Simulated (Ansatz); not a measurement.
# Calculations on B₂H₃OF

Part 1: Relaxation

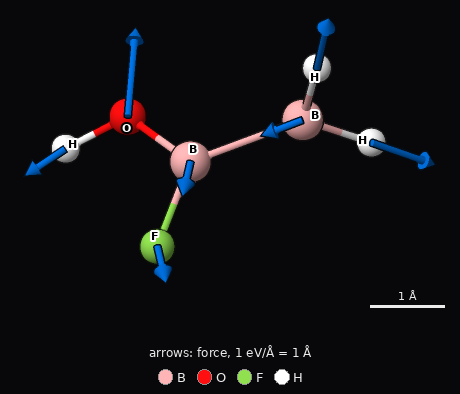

Starting geometry of B₂H₃OF with the computed forces as blue arrows. The picture is a ball-and-stick view, seen at a tilt.

The run prepares an end point of a later path (torsion) calculation, from a guessed geometry.

The calculation used RKS PBE-D4/def2-SVPD in Ansatz 0.2.0. (no spin polarisation; force threshold 0.015 eV/Å; at most 40 steps)

Question: Is this structure relaxed? If not, where do the atoms go?

Answer: It isn't relaxed: the largest force vector, on the O atom, is 1.46 eV/Å. The final displacements follow the starting forces only in part (cosine between the two patterns 0.85). The energy falls by 0.093 eV in 5 accepted moves (6 points after the start). The largest force component goes from 1.4 to 0.0048 eV/Å. The line search rejected the trial step at point 4 of the run. The largest moves after the best rigid fit, 0.047 Å, are those of H atoms. Largest moves by element: H 0.047 Å, O 0.033 Å, F 0.032 Å, B 0.025 Å. Some distances before and after: B–H 1.169 → 1.214 Å, B–B 1.673 → 1.700 Å, B–O 1.336 → 1.362 Å, H–O 0.961 → 0.976 Å. Among the angles between lasting bonds that change: O–B–F 115.3° → 118.2°, B–O–H 115.8° → 113.3°.

Part 2: Relaxation

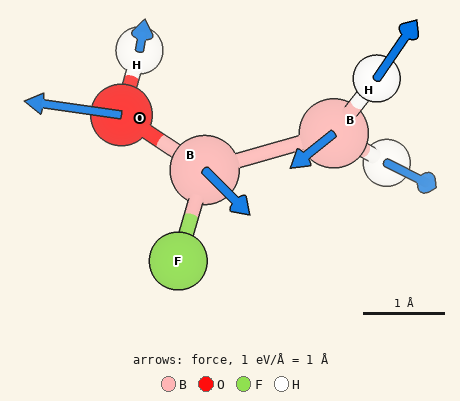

Starting geometry of B₂H₃OF with the computed forces as blue arrows. Style: ball-and-stick. Shown at a tilt.

The run prepares an end point of a later path (torsion) calculation, from a guessed geometry.

Theory: RKS PBE-D4/def2-SVPD (Ansatz).

The input:
```yaml
crystal:
  periodic: [false, false, false]
  atoms:
    - { symbol: B, position_ang: [-0.73792, 0.97888, -0.15002] }
    - { symbol: B, position_ang: [0.27032, -0.35573, -0.1147] }
    - { symbol: O, position_ang: [0.70297, -0.94335, 1.00481] }
    - { symbol: F, position_ang: [0.70779, -0.9181, -1.2706] }
    - { symbol: H, position_ang: [-1.90116, 0.87269, -0.18402] }
    - { symbol: H, position_ang: [-0.3192, 2.06924, -0.16823] }
    - { symbol: H, position_ang: [0.39939, -0.55066, 1.82719] }
basis:
  gaussian: { orbitals: def2-SVPD }
hamiltonian:
  xc: pbe
  dispersion: d4
relax:
  f_tol: 0.015
  max_steps: 40
```

Launched with:
```bash
ansatz run input.yaml --threads 2 --pin off --max-ram 3072MiB --backend cpu --events-out ev --progress --plain --runs-dir out
```

Is this structure relaxed? If not, where do the atoms go?

It isn't relaxed: the largest force vector, on O3, is 1.25 eV/Å. The final displacements follow the starting forces only in part (cosine between the two patterns 0.51). H7 moves most after the best rigid fit: 0.081 Å. By element the largest moves are H 0.081 Å, O 0.061 Å, B 0.034 Å, F 0.021 Å. Near-neighbour distances that change, for instance: B1–H5 1.169 → 1.214 Å, B2–O3 1.336 → 1.365 Å, B1–B2 1.673 → 1.700 Å, O3–H7 0.961 → 0.970 Å. Bond angles that change, for instance: B1–B2–O3 124.3° → 127.8°, B1–B2–F4 120.4° → 117.9°. Over 6 geometry steps the energy falls by 8.54 kJ/mol. Largest force component: 1.2 eV/Å at the start, 0.011 eV/Å at the end.

Part 3: Path

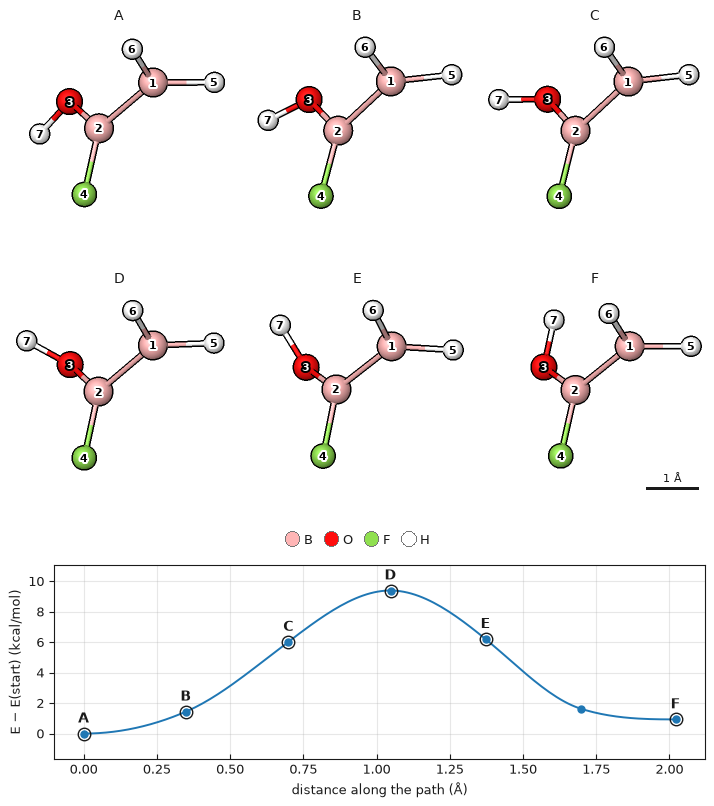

NEB run on B₂H₃OF. Images are numbered from 0 (start) to 6 (end). Frames A to F are images 0, 1, 2, 3, 4, 6. Style: ball-and-stick. Shown from a free direction.

The calculation used RKS PBE-D4/def2-SVPD in Ansatz 0.2.0. Set-up: 5 movable images; climbing image; force threshold 0.05 eV/Å; iteration limit 60; starting path through a guess of the saddle point.

**Describe the mechanism and the energy profile.**

Forward barrier 9.4 kcal/mol, backward barrier 8.5 kcal/mol, with image 3 at the top; the reaction energy is +0.9 kcal/mol. The motion is a rotation about the B2–O3 bond by about 180°. No bond forms or breaks between the ends. Among the angles between lasting bonds that change up to the highest image: B2–O3–H7 113.3° → 122.3°. The band is converged. At the top, the vibrational analysis gives one imaginary mode (590i cm⁻¹), as a transition state must have.

Cost: 39 s on 2 threads of AMD EPYC 9B14 (Zen 4), on a shared host, peak memory 0.2 GiB.
